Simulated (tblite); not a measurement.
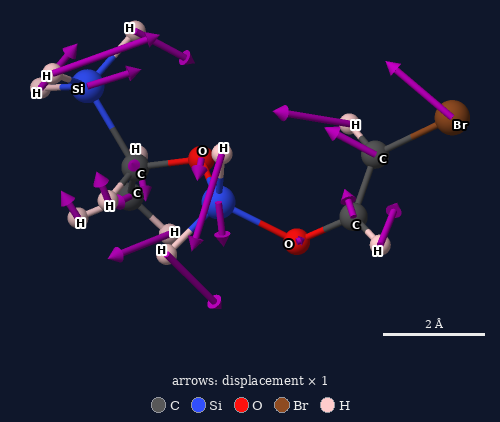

This is a relaxation of C$_{4}$H$_{11}$BrO$_{2}$Si$_{2}$. The starting structure is drawn; purple arrows show the displacements, at their true length. The two geometries are superimposed by the best rigid fit.

A ball-and-stick model, seen at a tilt.

Level of theory: GFN2-xTB geometry optimisation, gas phase (tblite 0.8.0). 

### Describe the change and its energy.

The largest move after the best rigid fit is that of an H atom, 2.28 Å. Largest moves by element: H 2.28 Å, Br 1.75 Å, C 1.19 Å, Si 1.14 Å, O 0.53 Å. Some distances before and after: O–Si 1.755 → 1.631 Å, O–Si 1.728 → 1.612 Å, C–O 1.400 → 1.333 Å, C–Si 1.875 → 1.916 Å. Among the angles between lasting bonds that change: C–O–Si 112.4° → 131.1°, Si–O–C 120.2° → 133.5°, O–C–H 122.8° → 113.0°. Groups turn about C–O by about 60°, O–Si by about 60°, C–O by about 50°. After 276 geometry steps the energy has fallen by 27.8 kcal/mol.
